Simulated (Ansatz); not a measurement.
# Si2W: stress in a strained cell

Si2W is deformed so: equal xx and yy strain of -1 %. What stress and forces result, by LAPW, PAW and all-electron datasets made for the crystal?

Computed with Ansatz 0.2.0 (DFT PBEsol, scalar-relativistic, unless a step's input says otherwise).

3 further runs of the same task are left out: 3 that didn't finish. Runs told in other sessions of the task aren't counted.

### 1 The structure to begin with

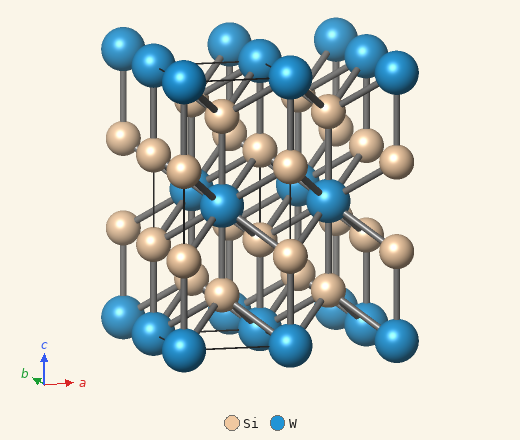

The starting structure, seen slightly off an axis (silicon light orange, tungsten blue). 2×2×1 cells are drawn. Atoms on the faces are drawn again on the opposite ones. The cell drawn here is the conventional one.

Structure file:

```cif
data_structure
_symmetry_space_group_name_H-M 'I4/mmm'
_symmetry_Int_Tables_number 139
_cell_length_a 3.2120
_cell_length_b 3.2120
_cell_length_c 7.8800
_cell_angle_alpha 90.000
_cell_angle_beta 90.000
_cell_angle_gamma 90.000
_cell_volume 81.30
loop_
_atom_site_label
_atom_site_type_symbol
_atom_site_symmetry_multiplicity
_atom_site_Wyckoff_symbol
_atom_site_fract_x
_atom_site_fract_y
_atom_site_fract_z
_atom_site_occupancy
Si1 Si 4 e 0.00000 0.00000 0.33300 1
W1 W 2 a 0.00000 0.00000 0.00000 1
```

The file gives the conventional cell by its symmetry; the runs use the cell typed in the input.

Atoms are numbered in the order of the input: Si1, Si2, W3.

### 2 After the deformation

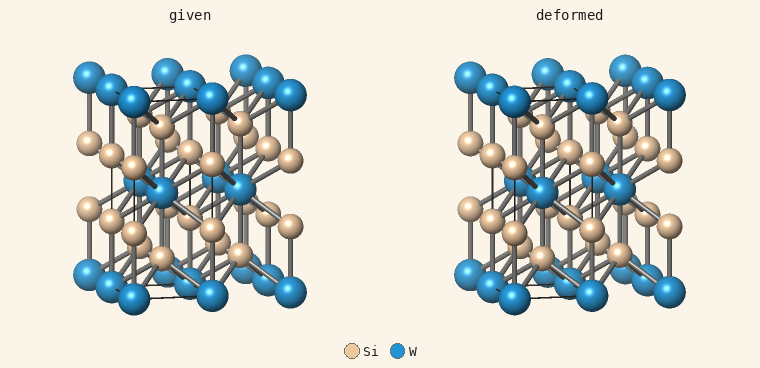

Given and deformed, at one scale.

Space group I4/mmm before, I4/mmm after.

### 3 Full-potential LAPW

Contents of input.yaml:

```yaml
crystal:
  lattice:
    - [-1.58994, 1.58994, 3.94]
    - [1.58994, -1.58994, 3.94]
    - [1.58994, 1.58994, -3.94]
  atoms:
    - { symbol: Si, position: [0.333, 0.333, 0.0] }
    - { symbol: Si, position: [0.667, 0.667, 0.0] }
    - { symbol: W, position: [0.0, 0.0, 0.0] }
kpoints:
  mp_grid: { grid: [18, 18, 18] }
  band_path:
    path:
      - [0.0, 0.0, 0.0]
      - [0.0, 0.0, 0.5]
      - [0.25, 0.25, 0.25]
      - [0.0, 0.5, 0.0]
      - [0.0, 0.0, 0.0]
      - [0.5, 0.5, -0.5]
      - [0.2907107437, 0.7092892563, -0.2907107437]
      - [-0.2907107437, 0.2907107437, 0.2907107437]
      - [0.0, 0.0, 0.0]
    npoints: 5
scf:
  occupations: { method: fermi_dirac, width: 0.03 }
hamiltonian:
  xc: pbesol
  pseudopotentials: { kind: all_electron, lapw: { basis_error: 0.0005 } }
output:
  forces: true
  stress: true
  eigenvalues: true
```

Run with:

```console
$ ansatz run input.yaml --threads 1 --pin off --max-ram 4096MiB --backend cpu --events-out ev --progress --plain --runs-dir out
```

The log of the run:

```text
LAPW: plane waves up to 8.308 Å⁻¹, error target 5.0e-4 eV per atom; small_component_spin mean_spin; Si in spheres of 1.145 Å, 12 of its electrons in bands, Dirac shells []; W in spheres of 1.460 Å, 38 of its electrons in bands, Dirac shells []
Engine: ansatz 0.2.0
Pseudopotentials: kind: all_electron
Pseudopotential: Si, LAPW, valence charge 12, Koelling and Harmon's equation, gaussian nucleus
Pseudopotential: W, LAPW, valence charge 38, Koelling and Harmon's equation, gaussian nucleus
Functional definition: PBEsol
  exchange = pbesol_x
  correlation = pbesol_c
Crystal: 3 atoms, lattice volume = 39.840 Å³
Basis set: ecut = 262.9670134029077 eV, 379 PW (Γ), FFT grids on a1+a3, a2+a3, a3, exchange–correlation at level 2
Bands: 38, of which v1, the nominal top of the filled ones, is band 31 counted from 1 (30 counted from 0)
Symmetry: 16 space group operations
Space group: I4/mmm (ITA 139), of the structure as read, at distance tolerance 3.4e-5 Å
k-points: 480 of 5832
Non-local potential: Si, projectors of the file, none
Non-local potential: W, projectors of the file, none
Initial density: superposition of atomic densities (chi_scale 0.1, normalization cell, long waves kept (reshape's long-wave potential 0.00 eV rms))
Initial wavefunctions: plane waves of lowest kinetic energy (no species holds an atomic orbital)
Functional: x = pbesol(κ = 0.804, μ = 0.12345679012345678), c = pbesol(β = 0.046)
iter 1 solved again at ethr=3.23e-4 eV; its pass at ethr=1.00e-1 eV (dr2=2.00e-1 eV) is discarded
SCF iter   1: F=—  HF=-454831.446249 eV  |F-HF|=—  |Δ(HF+E_count)|=         —  Δρ=2.65e-2  dr2=2.00e-1  ethr=3.23e-4  ⟨swp⟩=2.8  Hψ=119280  notcnv=0
preconditioner: auto → Kerker (q_TF=auto, 2.937 Å⁻¹)  [metal: Δε(μ)=0.035 eV  Ē_g=20.886 eV  σ=0.030 eV  W_gap=0.28  n_scr=14 (ndim 8)  ℏωp=31.1 eV  f_vac=0.000  D(μ)=0.26/eV (n_scr^D=0)]
SCF iter   2: F=—  HF=-454831.324741 eV  |F-HF|=—  |Δ(HF+E_count)|=   1.22e-1  Δρ=2.00e-2  dr2=2.43e-1  ethr=3.23e-4  ⟨swp⟩=2.0  Hψ=54768  notcnv=0  defer=3
preconditioner: auto → none  [insulator: Δε(μ)=0.078 eV  Ē_g=21.521 eV  σ=0.030 eV  W_gap=0.56  n_scr=14 (ndim 8)  ℏωp=31.1 eV  f_vac=0.000  D(μ)=0.15/eV (n_scr^D=0)  ε∞_Penn≈3.1]
SCF iter   3: F=—  HF=-454831.326962 eV  |F-HF|=—  |Δ(HF+E_count)|=   2.22e-3  Δρ=1.47e-2  dr2=1.80e-1  ethr=3.23e-4  ⟨swp⟩=3.0  Hψ=59284  notcnv=0
iter 4 solved again at ethr=4.24e-6 eV; its pass at ethr=2.90e-4 eV (dr2=2.63e-3 eV) is discarded
SCF iter   4: F=—  HF=-454831.243820 eV  |F-HF|=—  |Δ(HF+E_count)|=   8.31e-2  Δρ=3.31e-3  dr2=2.63e-3  ethr=4.24e-6  ⟨swp⟩=2.0  Hψ=89657  notcnv=0
SCF iter   5: F=—  HF=-454831.243551 eV  |F-HF|=—  |Δ(HF+E_count)|=         —  Δρ=1.01e-3  dr2=4.69e-4  ethr=4.23e-6  ⟨swp⟩=2.0  Hψ=51536  notcnv=0
the basis was enlarged: its passes take 833.7 KiB over the memory plan, 1 of 1 planned eigensolver slots
SCF iter   6: F=—  HF=-454831.243460 eV  |F-HF|=—  |Δ(HF+E_count)|=   9.09e-5  Δρ=1.29e-4  dr2=1.16e-5  ethr=7.56e-7  ⟨swp⟩=2.0  Hψ=51524  notcnv=0
SCF iter   7: F=—  HF=-454831.243457 eV  |F-HF|=—  |Δ(HF+E_count)|=   3.04e-6  Δρ=2.87e-5  dr2=4.17e-7  ethr=1.87e-8  ⟨swp⟩=2.4  Hψ=51845  notcnv=0
SCF iter   8: F=-454831.243457 eV  HF=-454831.243457 eV  |F-HF|=3.73e-9  |Δ(HF+E_count)|=   1.66e-7  Δρ=4.20e-6  dr2=6.30e-9  ethr=6.72e-10  ⟨swp⟩=2.7  Hψ=52034  notcnv=0
SCF 1 converged in 8 iterations: F = -454831.243457 eV  dr2 = 6.30e-9
NSCF: frozen V_eff on 41 k-points
SCF converged after 8 iterations
Free energy (F): -454831.243457 eV
Harris-Foulkes:  -454831.243457 eV  (|F-HF|=3.73e-9)
Internal energy: -454831.242624 eV  (E = F + TS)
E sigma→0 (E₀):  -454831.243040 eV
Entropy (-TS):   -0.000833 eV (-0.278 meV/atom)
Fermi energy:    20.801317 eV
--- Per-component energies (eV) ---
  E_band       = -3500.259067
  E_kinetic    = 507493.359546
  E_xc         = -9816.051381
  E_electrostatic = -952508.550789  (all electrons and nuclei)
  E_smearing   = -0.000833  (= −TS)
  E_closure    = 0.000000  (closes the sum)
  E_atoms      = -454806.133930  (free atoms, spherical and without spin; not in F)
  Σ components = -454831.243457   (vs F -454831.243457, Δ=0.00e0)
  Basis errors (estimates in eV, not in F): energy 1.6e-4 per atom: plane waves 1.4e-4 (7.1e-5 summed), levels above the bands 1.7e-116, relativity 7.5e-9, radial functions 2.1e-5, core shells 3.7e-7; eigenvalues (radial functions only) 7.9e-7; not estimated: angular momenta, meshes, grids; target (lapw.basis_error) 5.0e-4; muffin-tin radii Si 1.145 Å, W 1.460 Å
--- Forces (eV/Å), atoms counted from 1 ---
  atom   1  Si     0.00000000     0.00000000     0.23793152
  atom   2  Si    -0.00000000     0.00000000    -0.23793152
  atom   3  W      0.00000000     0.00000000     0.00000000
  max |Σ_I F_I| component: 5.55e-17 eV/Å
--- Stress (GPa, compression-positive) ---
        3.027960       0.000000       0.000000
        0.000000       3.027960      -0.000000
        0.000000      -0.000000      -3.437177
  P = ⅓ Tr σ = 0.8729 GPa (8.729 kbar)
--- Band table (eV; the first three rows and the last of 480) ---
  k-point 0: bands = ["-211.8762", "-211.8473", "-211.8389", "-211.8258", "-211.8258", "-113.3497", "-113.3476", "-69.6377", "-69.6377", "-69.6324", "-69.6324", "-69.6272", "-69.6202", "-52.9594", "-17.2964", "-17.2189", "-17.2189", "-7.2324", "-7.2324", "-7.2095", "-7.2082", "-7.1939", "-7.1939", "-7.1803", "6.5591", "13.8164", "16.8522", "17.3633", "17.9355", "17.9355", "21.5380", "23.5867", "23.6681", "24.1258", "24.1258", "25.3420", "26.4336", "26.4336"]
  k-point 1: bands = ["-211.8762", "-211.8473", "-211.8389", "-211.8258", "-211.8258", "-113.3497", "-113.3477", "-69.6377", "-69.6375", "-69.6327", "-69.6324", "-69.6271", "-69.6202", "-52.9588", "-17.2949", "-17.2262", "-17.2253", "-7.2326", "-7.2325", "-7.2093", "-7.2080", "-7.1940", "-7.1939", "-7.1804", "6.6617", "13.9132", "16.5422", "17.3913", "17.6561", "18.2532", "21.0271", "23.5093", "23.9125", "24.1955", "24.2231", "25.3208", "26.5197", "26.7618"]
  k-point 2: bands = ["-211.8762", "-211.8473", "-211.8389", "-211.8258", "-211.8258", "-113.3496", "-113.3477", "-69.6378", "-69.6371", "-69.6334", "-69.6323", "-69.6268", "-69.6203", "-52.9573", "-17.2908", "-17.2468", "-17.2436", "-7.2329", "-7.2328", "-7.2089", "-7.2074", "-7.1942", "-7.1940", "-7.1806", "6.9649", "14.1880", "16.0467", "16.9972", "17.4784", "18.7094", "19.9098", "23.3042", "24.3771", "24.4368", "24.5555", "25.1767", "26.9361", "27.4750"]
  k-point 479: bands = ["-211.8762", "-211.8473", "-211.8389", "-211.8258", "-211.8258", "-113.3493", "-113.3480", "-69.6379", "-69.6379", "-69.6321", "-69.6321", "-69.6239", "-69.6235", "-52.9592", "-17.3141", "-17.2201", "-17.2201", "-7.2325", "-7.2325", "-7.2092", "-7.2080", "-7.1942", "-7.1942", "-7.1804", "8.7356", "9.7319", "16.8551", "18.1013", "20.0250", "20.0250", "20.2485", "20.2485", "21.7079", "25.0174", "25.7718", "26.7367", "29.0857", "29.6157"]
```

Run time: 3.9 min. Hardware: 1 thread of Arm Neoverse V1, shared host; peak memory 1.9 GiB.

Read from it: pressure 0.87 GPa; no gap; largest force 0.238 eV/Å.

### 4 PAW on the default files

Contents of input.yaml:

```yaml
crystal:
  lattice:
    - [-1.58994, 1.58994, 3.94]
    - [1.58994, -1.58994, 3.94]
    - [1.58994, 1.58994, -3.94]
  atoms:
    - { symbol: Si, position: [0.333, 0.333, 0.0] }
    - { symbol: Si, position: [0.667, 0.667, 0.0] }
    - { symbol: W, position: [0.0, 0.0, 0.0] }
kpoints:
  mp_grid: { grid: [18, 18, 18] }
scf:
  occupations: { method: fermi_dirac, width: 0.03 }
hamiltonian:
  xc: pbesol
  pseudopotentials: { kind: paw }
output:
  forces: true
  stress: true
  eigenvalues: true
  efg: { contact_densities: true }
  write_density: true
  write_potential: true
  elf: true
  volumetric_format: npy
```

Run with:

```console
$ ansatz run input.yaml --threads 1 --pin off --max-ram 4096MiB --backend cpu --events-out ev --progress --plain --runs-dir out
```

The log of the run:

```text
W: output.efg is read without spin–orbit coupling, which moves field gradients at and beside such atoms by some per cent and up to a factor of two; PAW files take it under magnetization.noncollinear and magnetization.spin_orbit
[... 1 set-up line as earlier in the session ...]
Pseudopotentials: kind: paw
Pseudopotential: Si, paw, valence charge 4, recommended cutoff 420 eV (normal)
Pseudopotential: W, paw, valence charge 14, recommended cutoff 420 eV (normal)
[... 3 set-up lines as earlier in the session ...]
Crystal: 3 atoms, lattice volume = 39.840 Å³
Basis set: ecut = 420 eV, 769 PW (Γ), exchange–correlation on 64×64×64 points (8 copies of the dense FFT grid, shifted against one another)
Bands: 15, of which v1, the nominal top of the filled ones, is band 11 counted from 1 (10 counted from 0)
[... 2 set-up lines as earlier in the session ...]
k-points: 480 of 5832
Non-local potential: Si, projectors of the file, l = 0: 2, l = 1: 2, l = 2: 2
Non-local potential: W, projectors of the file, l = 0: 3, l = 1: 2, l = 2: 2, l = 3: 1
PAW form: soft (Blöchl's): semilocal exchange-correlation on the pseudo side does not see the compensation charge
PAW frozen core: Si, regenerated for the run's functional, and the local potential with it (the file was generated under x = pbe(κ = 0.804, μ = 0.2195149727645171), c = pbe(β = 0.06672455060314922))
PAW frozen core: W, regenerated for the run's functional, and the local potential with it (the file was generated under x = pbe(κ = 0.804, μ = 0.2195149727645171), c = pbe(β = 0.06672455060314922))
PAW one-centre angular grid: Si, 110 points (default); XC on 64 Gauss nodes
PAW one-centre angular grid: W, 590 points (default); XC on 64 Gauss nodes
Initial density: superposition of atomic densities (neutral atoms: chi_scale 0, normalization atom), corrected by the library's trained network
Initial wavefunctions: pseudopotential atomic-orbital guess
[... 1 set-up line as earlier in the session ...]
SCF iter   1: F=—  HF=-11500.886349 eV  |F-HF|=—  |Δ(HF+E_count)|=         —  Δρ=4.42e-3  dr2=6.45e-3  ethr=1.77e-3  ⟨swp⟩=5.9  Hψ=43242  notcnv=0
preconditioner: auto → Kerker (q_TF=auto, 2.471 Å⁻¹)  [metal: Δε(μ)=0.024 eV  Ē_g=8.198 eV  σ=0.030 eV  W_gap=0.20  n_scr=10 (ndim 8)  ℏωp=22.0 eV  f_vac=0.000  D(μ)=0.28/eV (n_scr^D=0)]
SCF iter   2: F=—  HF=-11500.885367 eV  |F-HF|=—  |Δ(HF+E_count)|=   9.81e-4  Δρ=2.28e-3  dr2=1.10e-3  ethr=2.93e-5  ⟨swp⟩=1.3  Hψ=11238  notcnv=0
SCF iter   3: F=—  HF=-11500.885271 eV  |F-HF|=—  |Δ(HF+E_count)|=   9.67e-5  Δρ=5.95e-4  dr2=8.75e-5  ethr=5.00e-6  ⟨swp⟩=2.1  Hψ=10104  notcnv=0
SCF iter   4: F=—  HF=-11500.885253 eV  |F-HF|=—  |Δ(HF+E_count)|=   1.80e-5  Δρ=5.95e-5  dr2=1.38e-6  ethr=3.98e-7  ⟨swp⟩=2.6  Hψ=10673  notcnv=0
iter 5 did not close the SCF: its close was put off for the readings that it lacked (scf_convergence_deferred on its scf_iter line)
SCF iter   5: F=-11500.885252 eV  HF=-11500.885252 eV  |F-HF|=1.03e-8  |Δ(HF+E_count)|=   3.19e-7  Δρ=8.96e-6  dr2=2.81e-8  ethr=6.27e-9  ⟨swp⟩=2.1  Hψ=10198  notcnv=0
SCF iter   6: F=-11500.885252 eV  HF=-11500.885252 eV  |F-HF|=5.35e-10  |Δ(HF+E_count)|=   4.11e-9  Δρ=1.46e-6  dr2=9.98e-10  ethr=1.28e-10  ⟨swp⟩=5.7  Hψ=39947  notcnv=0
SCF 1 converged in 6 iterations: F = -11500.885252 eV  dr2 = 9.98e-10
SCF converged after 6 iterations
Free energy (F): -11500.885252 eV
Harris-Foulkes:  -11500.885252 eV  (|F-HF|=5.35e-10)
Internal energy: -11500.884418 eV  (E = F + TS)
E sigma→0 (E₀):  -11500.884835 eV
Entropy (-TS):   -0.000834 eV (-0.278 meV/atom)
Fermi energy:    16.957999 eV
--- Per-component energies (eV) ---
  E_band       = -76.378549
  E_kinetic    = 542.899914
  E_local      = -940.714545  (includes V_loc(G=0)·N_el)
  E_nonlocal   = 53.654516
  E_hartree    = 370.095019
  E_xc         = -380.062555
  E_vxc        = -339.527628  (∫ρ·V_xc dr)
  E_paw        = -9434.365934  (= ΣΔE_a)
  E_vpaw       = -132.881555  (= ΣTr[D̂ρ^β])
  E_aug_tail   = -0.000063  (compensation charges beyond the density's cutoff)
  E_ewald      = -1712.675684
  E_core_change = 0.284913  (= ΣΔE_core)
  E_smearing   = -0.000834  (= −TS)
  E_closure    = 0.000000  (closes the sum)
  Σ components = -11500.885252   (vs F -11500.885252, Δ=0.00e0)
--- Forces (eV/Å), atoms counted from 1 ---
  atom   1  Si     0.00000000    -0.00000000     0.23530058
  atom   2  Si    -0.00000000     0.00000000    -0.23530058
  atom   3  W      0.00000000     0.00000000    -0.00000000
  max |Σ_I F_I| component: 5.55e-17 eV/Å
--- Stress (GPa, compression-positive) ---
        3.060500       0.000000      -0.000000
        0.000000       3.060500       0.000000
        0.000000       0.000000      -3.374121
  P = ⅓ Tr σ = 0.9156 GPa (9.156 kbar)
--- PAW observables at the nuclei: V_zz in 10²¹ V/m², potentials from the cell's mean, atoms counted from 1 ---
  atom   1  Si V_zz =    -0.762299   η = 0.0000   by run symmetry: allowed
            electrostatic potential = -1370.783321 V   contact ρ = 12760.740119 e/Å³
  atom   2  Si V_zz =    -0.762299   η = 0.0000   by run symmetry: allowed
            electrostatic potential = -1370.783321 V   contact ρ = 12760.740119 e/Å³
  atom   3  W  V_zz =   -12.529806   η = 0.0000   by run symmetry: allowed
            electrostatic potential = -14813.562410 V   contact ρ = 8810837.035214 e/Å³
--- Band table (eV; the first three rows and the last of 480) ---
  k-point 0: bands = ["-56.7865", "-21.1217", "-21.0463", "-21.0463", "2.7165", "9.9734", "13.0086", "13.5175", "14.0931", "14.0931", "17.6955", "19.7380", "19.8269", "20.2817", "20.2817"]
  k-point 1: bands = ["-56.7859", "-21.1202", "-21.0535", "-21.0526", "2.8191", "10.0701", "12.6986", "13.5457", "13.8134", "14.4107", "17.1841", "19.6684", "20.0645", "20.3515", "20.3796"]
  k-point 2: bands = ["-56.7844", "-21.1160", "-21.0742", "-21.0709", "3.1224", "10.3447", "12.2032", "13.1542", "13.6329", "14.8668", "16.0662", "19.4638", "20.5332", "20.5940", "20.7097"]
  k-point 479: bands = ["-56.7863", "-21.1392", "-21.0474", "-21.0474", "4.8930", "5.8890", "13.0094", "14.2578", "16.1817", "16.1817", "16.4062", "16.4062", "17.8653", "21.1750", "21.9331"]
```

It took 27 s on 1 thread of Arm Neoverse V1, shared host; peak memory 0.56 GiB.

Read from it: pressure 0.92 GPa; no gap; largest force 0.235 eV/Å; Vzz Si1 -0.76 (η = 0.00), W3 -12.53 (η = 0.00) (10²¹ V/m²).

The fields are shown in the conventional cell of this run's space group, carried over from its grid by interpolation.

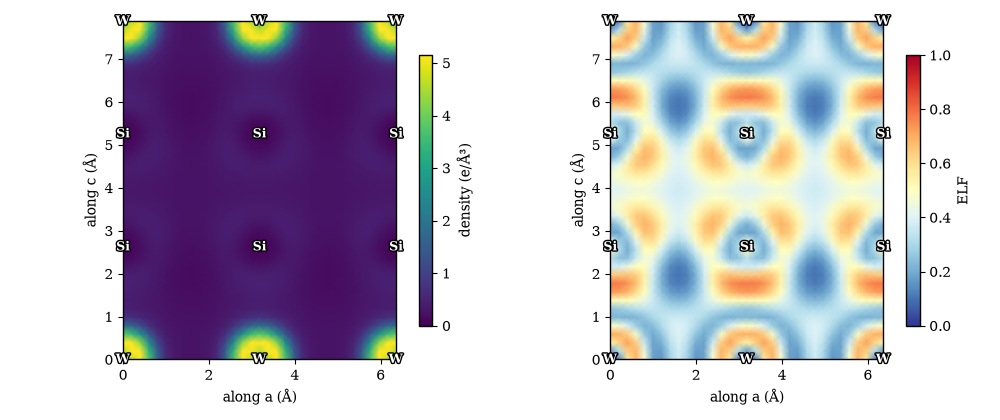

Density (left) and ELF (right) in a lattice plane of the grid's cell (edges 3.18 and 7.88 Å, at 0.000 of the third edge), which holds Si and W. Only atoms in the plane are labelled. Both are smooth fields of the valence electrons: close to the nuclei they are not physical.

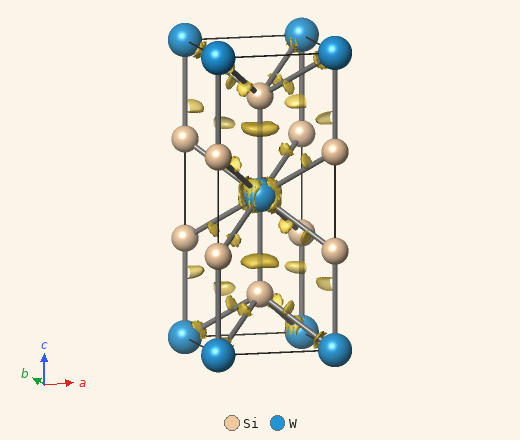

Surface of ELF = 0.72, drawn in one cell.

Outside the cores ELF peaks at 0.78 on the Si–W line, 0.9 Å from Si.

[end of part 1 of 2]
